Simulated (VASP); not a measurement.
Band structure of TmCoC2 (space group Amm2). These are PBEsol GGA, VASP's PBE PAW potentials (set 64) (plane waves; VASP) values and carry that method's errors.

The 4f electrons are frozen in the core of the lanthanide potential, so 4f levels, which can set the real gap, and their magnetism are missing.

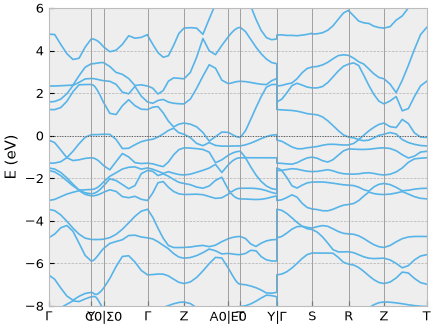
Figure. Bands along high-symmetry lines, zero at the valence-band maximum or, without a gap, the Fermi level

Task: Read the plot: is there a gap, and where are the band edges?

Result: It has no gap at this level: it comes out as a metal or semimetal. (Edges off the drawn lines would not show.)

The structure comes from a computed database's TmCoC2 entry (Amm2); how it stands against other phases isn't given here. It was relaxed first. The run is not spin-polarised, so no magnetic state was tried.
